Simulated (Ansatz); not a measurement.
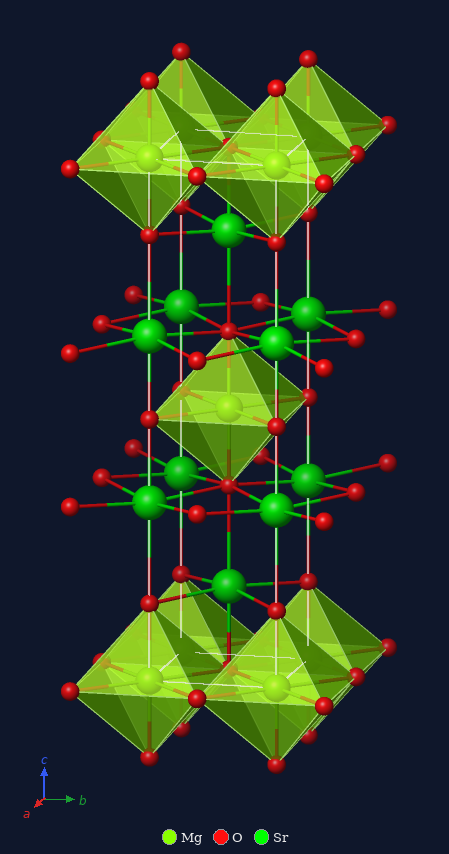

Polyhedral drawing of the structure, looking slightly off an axis. One conventional unit cell is outlined, and atoms on its boundary appear in each equivalent place. A few atoms beyond the faces are included.

Sr₂MgO₃, space group I4/mmm (No. 139), a = 3.527 Å, b = 3.527 Å, c = 14.462 Å, α = 90.00°, β = 90.00°, γ = 90.00°. The model was built from a structure type filled with these elements by a generator (whether the compound takes this form wasn't checked). Earlier steps of the study, as a rule a relaxation of our own, may have changed the cell and positions, so they can lie some per cent off the listed ones. A calculation with Ansatz used it as input.

This one geometry was computed with Ansatz (DFT, plane waves, PAW) at five levels of theory: PBE0, PBE, HSE06, r2SCAN and PBE with spin-orbit coupling. It was relaxed beforehand with r2SCAN.

Q: Which level gives the highest pressure at this volume, and what does that say about its equilibrium volume?

A: Highest: PBE (2.3 GPa) and PBE with spin-orbit coupling (2.3 GPa), which points to the largest equilibrium volume. Lowest, with the smallest volume: PBE0 (-0.5 GPa) and HSE06 (-0.5 GPa). Levels within 0.5 GPa of each other can't be told apart.

Q: How does the band gap change with the level of theory?

A: PBE with spin-orbit coupling: a gap of 3.14 eV, direct; PBE: a gap of 3.16 eV, direct; r2SCAN: a gap of 3.84 eV, direct; HSE06: a gap of 4.66 eV, direct; PBE0: a gap of 5.37 eV, direct.

Q: Collect the results in a table.

A:
| level | cutoff (eV) | k-mesh of the run's cell | gap (eV) | pressure (GPa) |
| --- | --- | --- | --- | --- |
| PBE0 | 420 | 6×6×6 | 5.37 | -0.5 |
| PBE | 420 | 10×10×10 | 3.16 | 2.3 |
| HSE06 | 420 | 6×6×6 | 4.66 | -0.5 |
| r2SCAN | 500 | 10×10×10 | 3.84 | 0.0 |
| PBE with spin-orbit coupling | 420 | 10×10×10 | 3.14 | 2.3 |

Gaps are taken on the k-mesh or band path of each run.
